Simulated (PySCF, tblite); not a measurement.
**C₄H₁₂Si₂: a rotation path, then NMR shifts on frames**

How do NMR shifts of C₄H₁₂Si₂ (`[SiH3][SiH2]C1CCC1`) change as the atoms move?

The runs use tblite 0.8.0 and PySCF 2.14.0, with density-fitted response routines of our own; the level of theory stands in each step. All values are computed, except where a source is named. Atoms count from 0, in the outputs and in this text.

**1. The molecule as given**

18 atoms, charge 0, multiplicity 1; geometry from: GFN2-xTB.

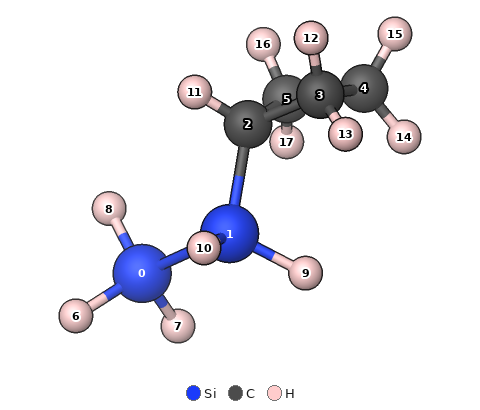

The starting geometry (silicon blue, carbon dark grey, hydrogen pink), atoms numbered.

**2. A band between two rotamers with GFN2-xTB**

What the job is given:

```
{"job": {"kind": "neb", "xc": "GFN2-xTB", "basis": "xTB", "atoms": [0, 1, 2, 3], "turn": 120}, "charge": 0, "multiplicity": 1}
Si     2.935120     0.143932     0.167035
Si     0.947334    -0.928411     0.650921
C     -0.398780    -0.419836    -0.594323
C     -1.840575    -0.758823    -0.171431
C     -2.064244     0.717233     0.178518
C     -0.764639     1.075473    -0.552724
H      4.048693    -0.796545     0.023319
H      3.328451     1.085979     1.219222
H      2.887406     0.921658    -1.075566
H      0.449021    -0.603454     1.997909
H      1.017678    -2.398365     0.608746
H     -0.141564    -0.778116    -1.593969
H     -2.460677    -1.094396    -1.002246
H     -1.949842    -1.464498     0.650708
H     -2.007662     0.905535     1.249261
H     -2.974874     1.169546    -0.211002
H     -0.939949     1.498429    -1.541552
H     -0.079657     1.730976    -0.014482
```

Method: GFN2-xTB climbing-image nudged elastic band, gas phase.

Started as:

```bash
$ OMP_NUM_THREADS=1 python probes_run.py task.json out
```

This one command runs all jobs of the session in turn.

Standard output:

```text
image   E - E0 / eV
  0      -0.0000
  1       0.0091
  2       0.0360
  3       0.0628
  4       0.0673
  5       0.0448
  6       0.0139
  7       0.0005
  8      -0.0113
```

Run time: 13 s. Hardware: 1 thread of Intel Xeon at 2.50GHz, shared host; peak memory 0.18 GiB.

The final band, with the dihedral Si0–Si1–C2–C3:

```
image  dihedral (°)  energy (eV)  energy (kcal/mol)
    0          -164        0.000                0.0
    1          -150        0.009                0.2
    2          -136        0.036                0.8
    3          -121        0.063                1.4
    4          -106        0.067                1.6
    5           -91        0.045                1.0
    6           -76        0.014                0.3
    7           -59        0.000                0.0
    8           -47       -0.011               -0.3
```

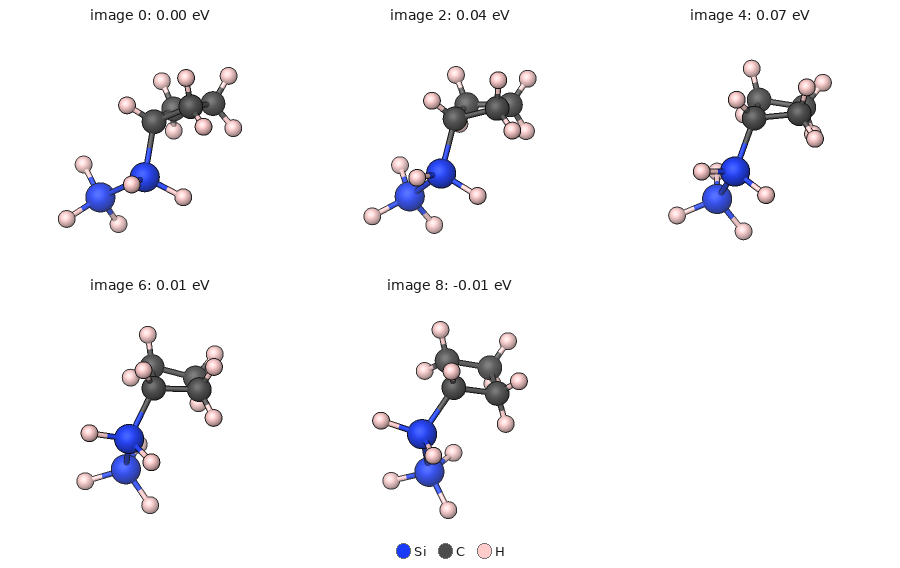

Images along the band.

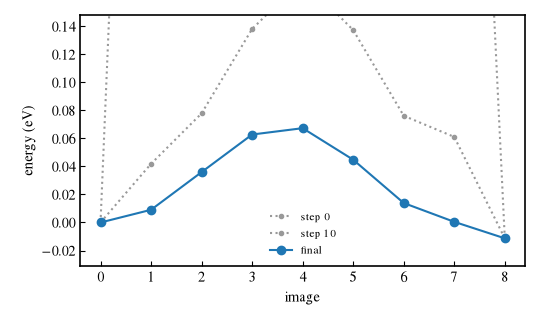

Energy along the band, early and final.

**3. Shielding tensors: image 0, PBE0/pcSseg-1**

What the job is given:

```
{"job": {"kind": "nmr", "xc": "PBE0", "basis": "pcSseg-1", "pop": false}, "charge": 0, "multiplicity": 1}
Si     2.935100     0.143900     0.167000
Si     0.947300    -0.928400     0.650900
C     -0.398800    -0.419800    -0.594300
C     -1.840600    -0.758800    -0.171400
C     -2.064200     0.717200     0.178500
C     -0.764600     1.075500    -0.552700
H      4.048700    -0.796500     0.023300
H      3.328500     1.086000     1.219200
H      2.887400     0.921700    -1.075600
H      0.449000    -0.603500     1.997900
H      1.017700    -2.398400     0.608700
H     -0.141600    -0.778100    -1.594000
H     -2.460700    -1.094400    -1.002200
H     -1.949800    -1.464500     0.650700
H     -2.007700     0.905500     1.249300
H     -2.974900     1.169500    -0.211000
H     -0.939900     1.498400    -1.541600
H     -0.079700     1.731000    -0.014500
```

With the program's defaults for keys left out, this is: GIAO PBE0/pcSseg-1 NMR shielding, non-relativistic, gas phase.

Standard output:

```text
coarse grid: 15032 points
cycle   1  E = -738.0346559099  dE =  3.749e-01  |g| = 3.559e-01  |ddm| = 3.702e+00
cycle   2  E = -738.0149063706  dE =  1.975e-02  |g| = 4.573e-01  |ddm| = 7.679e-01
cycle   3  E = -738.0696534105  dE = -5.475e-02  |g| = 3.992e-02  |ddm| = 4.732e-01
cycle   4  E = -738.0699786751  dE = -3.253e-04  |g| = 1.210e-02  |ddm| = 4.756e-02
cycle   5  E = -738.0700068438  dE = -2.817e-05  |g| = 6.042e-03  |ddm| = 1.668e-02
cycle   6  E = -738.0700157836  dE = -8.940e-06  |g| = 4.143e-04  |ddm| = 5.503e-03
final grid: 133152 points
cycle   7  E = -738.1066159578  dE = -3.123e-05  |g| = 7.913e-03  |ddm| = 2.824e-02
cycle   8  E = -738.1066031825  dE =  1.278e-05  |g| = 1.063e-02  |ddm| = 1.710e-02
cycle   9  E = -738.1066321367  dE = -2.895e-05  |g| = 5.338e-04  |ddm| = 9.925e-03
cycle  10  E = -738.1066321908  dE = -5.410e-08  |g| = 1.915e-04  |ddm| = 6.582e-04
cycle  11  E = -738.1066321994  dE = -8.642e-09  |g| = 4.224e-05  |ddm| = 1.818e-04
cycle  12  E = -738.1066321998  dE = -4.147e-10  |g| = 9.609e-06  |ddm| = 6.081e-05
converged SCF energy = -738.1066321998

GIAO shielding tensors (ppm)
atom      isotropic    diamagn.    paramagn.     s11        s22        s33       span
  0 Si     472.376     880.093    -407.717    455.700    476.633    484.793     29.093
  1 Si     418.526     881.211    -462.685    378.862    400.508    476.209     97.346
  2 C      170.834     251.083     -80.249    153.943    172.024    186.534     32.591
  3 C      160.429     249.973     -89.544    145.841    156.564    178.883     33.042
  4 C      167.519     251.342     -83.823    153.068    165.549    183.939     30.871
  5 C      162.447     248.292     -85.845    148.413    159.600    179.328     30.915
  6 H       28.349      28.555      -0.206     24.907     25.687     34.454      9.547
  7 H       28.275      28.828      -0.553     24.785     26.077     33.964      9.179
  8 H       28.501      29.513      -1.012     24.606     27.446     33.450      8.843
  9 H       27.739      30.284      -2.546     24.352     26.865     31.999      7.647
 10 H       27.788      29.796      -2.007     23.978     25.905     33.482      9.504
 11 H       29.833      32.729      -2.895     25.649     28.925     34.926      9.277
 12 H       29.136      30.675      -1.540     26.125     26.605     34.677      8.551
 13 H       29.921      30.788      -0.868     25.949     28.173     35.640      9.691
 14 H       29.407      30.919      -1.512     26.169     27.730     34.321      8.152
 15 H       29.712      29.654       0.058     26.184     26.286     36.667     10.483
 16 H       29.196      31.287      -2.091     25.954     27.128     34.507      8.553
 17 H       30.140      32.048      -1.908     25.898     29.431     35.093      9.194
```

It took 62 s on 1 thread of Intel Xeon at 2.50GHz, shared host; peak memory 0.84 GiB.

The references, computed at this level on geometries of the same kind, shield at (ppm): ¹H TMS 31.72, ¹³C TMS 186.9, ²⁹Si TMS 349.2. Their shielding less the atom's gives the shift. The references are single molecules in the gas phase. Each atom is listed at this fixed geometry, with no averaging over motion; a spectrum would average atoms that exchange fast.

```csv
atoms,environment,σ (ppm),δ (ppm)
C3,sp3 CH2 in a ring,160.4,26.5
C5,sp3 CH2 in a ring,162.4,24.5
C4,sp3 CH2 in a ring,167.5,19.4
C2,sp3 CH bonded to Si,170.8,16.1
H9,"hydrogen on a silicon bonded to C, Si",27.74,3.98
H10,"hydrogen on a silicon bonded to C, Si",27.79,3.93
H7,hydrogen on a silicon bonded to Si,28.28,3.44
H6,hydrogen on a silicon bonded to Si,28.35,3.37
H8,hydrogen on a silicon bonded to Si,28.50,3.22
H12,hydrogen on an sp3 CH2 in a ring,29.14,2.58
H16,hydrogen on an sp3 CH2 in a ring,29.20,2.52
H14,hydrogen on an sp3 CH2 in a ring,29.41,2.31
H15,hydrogen on an sp3 CH2 in a ring,29.71,2.00
H11,hydrogen on an sp3 CH bonded to Si,29.83,1.88
H13,hydrogen on an sp3 CH2 in a ring,29.92,1.80
H17,hydrogen on an sp3 CH2 in a ring,30.14,1.58
Si1,"silicon bonded to C, Si, 2 H",418.5,-69.4
Si0,"silicon bonded to Si, 3 H",472.4,-123.2
```

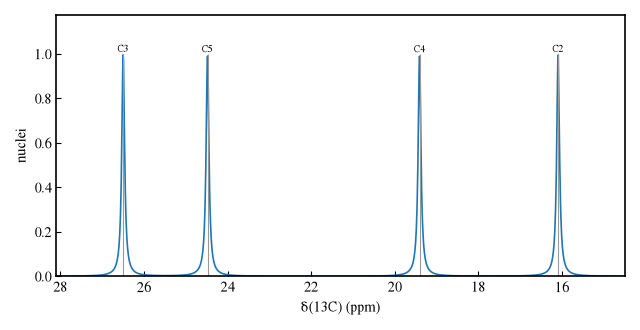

¹³C lines at the computed shifts, without couplings. Lines are broadened to a width of 0.08 ppm (Lorentzian).

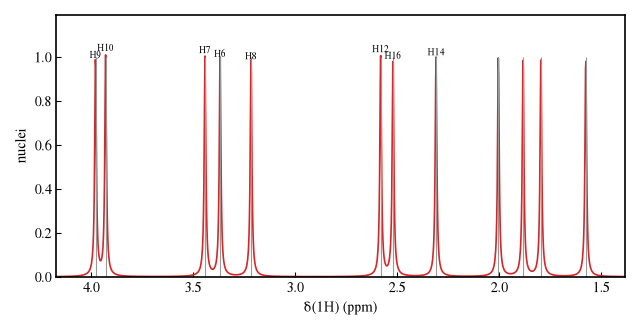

¹H lines at the computed shifts, without couplings. Lines are broadened to a width of 0.01 ppm (Lorentzian).

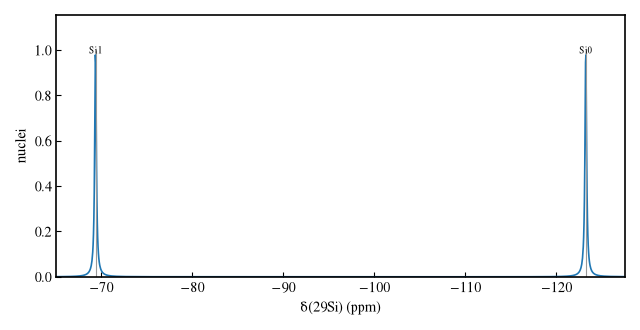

²⁹Si lines at the computed shifts, without couplings. Lines are broadened to a width of 0.22 ppm (Lorentzian).

Ring of atoms C2, C3, C4, C5: NICS(0) 0.9, NICS(1) 0.2, NICS(1)zz 4.2 ppm (means of both faces). The ring holds saturated atoms, so no π current runs round it: these values come from its σ bonds, any local π bonds and neighbouring rings, and say nothing of aromaticity.

**4. Nuclear shieldings: image 2, PBE0/pcSseg-1**

What the job is given:

```
{"job": {"kind": "nmr", "xc": "PBE0", "basis": "pcSseg-1", "pop": false}, "charge": 0, "multiplicity": 1}
Si     2.763500     0.306500     0.348800
Si     0.958600    -1.129500     0.496300
C     -0.486000    -0.592500    -0.630600
C     -1.884100    -0.652400     0.017800
C     -1.860300     0.873700     0.161300
C     -0.664900     0.928800    -0.795400
H      4.019000    -0.394800     0.075000
H      2.967600     1.045700     1.598600
H      2.636500     1.321600    -0.703000
H      0.443800    -1.211500     1.873800
H      1.285400    -2.519100     0.134100
H     -0.426000    -1.125600    -1.582100
H     -2.654800    -0.998100    -0.670300
H     -1.970500    -1.219200     0.943400
H     -1.596000     1.193100     1.168200
H     -2.756700     1.404200    -0.154800
H     -0.949000     1.212400    -1.808800
H      0.164900     1.563100    -0.484000
```

With the program's defaults for keys left out, this is: GIAO PBE0/pcSseg-1 NMR shielding, non-relativistic, gas phase.

Standard output:

```text
coarse grid: 15032 points
cycle   1  E = -738.0336049011  dE =  3.767e-01  |g| = 3.528e-01  |ddm| = 3.695e+00
cycle   2  E = -738.0155157728  dE =  1.809e-02  |g| = 4.481e-01  |ddm| = 7.435e-01
cycle   3  E = -738.0679354719  dE = -5.242e-02  |g| = 4.093e-02  |ddm| = 4.568e-01
cycle   4  E = -738.0682832244  dE = -3.478e-04  |g| = 1.263e-02  |ddm| = 5.030e-02
cycle   5  E = -738.0683156151  dE = -3.239e-05  |g| = 5.933e-03  |ddm| = 1.725e-02
cycle   6  E = -738.0683242323  dE = -8.617e-06  |g| = 5.186e-04  |ddm| = 5.503e-03
final grid: 133152 points
cycle   7  E = -738.1039444070  dE = -3.024e-05  |g| = 8.018e-03  |ddm| = 2.801e-02
cycle   8  E = -738.1039315199  dE =  1.289e-05  |g| = 1.073e-02  |ddm| = 1.698e-02
cycle   9  E = -738.1039608988  dE = -2.938e-05  |g| = 5.290e-04  |ddm| = 9.920e-03
cycle  10  E = -738.1039609530  dE = -5.418e-08  |g| = 1.938e-04  |ddm| = 6.615e-04
cycle  11  E = -738.1039609619  dE = -8.913e-09  |g| = 4.089e-05  |ddm| = 1.827e-04
cycle  12  E = -738.1039609623  dE = -4.036e-10  |g| = 8.933e-06  |ddm| = 6.263e-05
converged SCF energy = -738.1039609623

GIAO shielding tensors (ppm)
atom      isotropic    diamagn.    paramagn.     s11        s22        s33       span
  0 Si     474.102     880.047    -405.945    461.539    474.697    486.070     24.530
  1 Si     407.320     880.759    -473.439    344.160    397.982    479.819    135.658
  2 C      173.531     251.856     -78.324    157.622    174.446    188.526     30.905
  3 C      158.010     249.486     -91.477    138.942    157.782    177.305     38.363
  4 C      166.636     251.170     -84.534    151.255    166.657    181.995     30.740
  5 C      160.077     248.011     -87.935    143.159    159.345    177.726     34.566
  6 H       28.413      28.562      -0.149     24.888     25.685     34.667      9.778
  7 H       28.289      28.887      -0.599     24.834     26.036     33.996      9.161
  8 H       28.342      29.547      -1.205     24.400     27.662     32.965      8.566
  9 H       27.674      29.926      -2.252     24.358     26.628     32.035      7.678
 10 H       27.533      29.494      -1.961     23.652     25.826     33.120      9.467
 11 H       29.859      32.374      -2.514     25.208     28.728     35.643     10.435
 12 H       29.090      30.509      -1.419     26.221     26.563     34.486      8.266
 13 H       29.904      30.706      -0.802     25.868     28.199     35.644      9.776
 14 H       29.469      31.200      -1.731     26.496     27.869     34.041      7.545
 15 H       29.723      29.814      -0.091     26.052     26.331     36.785     10.734
 16 H       29.180      31.221      -2.041     26.152     26.929     34.457      8.305
 17 H       29.928      32.315      -2.387     25.144     29.464     35.177     10.034
```

It took 61 s on 1 thread of Intel Xeon at 2.50GHz, shared host; peak memory 0.88 GiB.

This run: δ C3 28.9, C5 26.8, C4 20.3, C2 13.4, H10 4.18, H9 4.04 ppm.

[end of part 1 of 2]
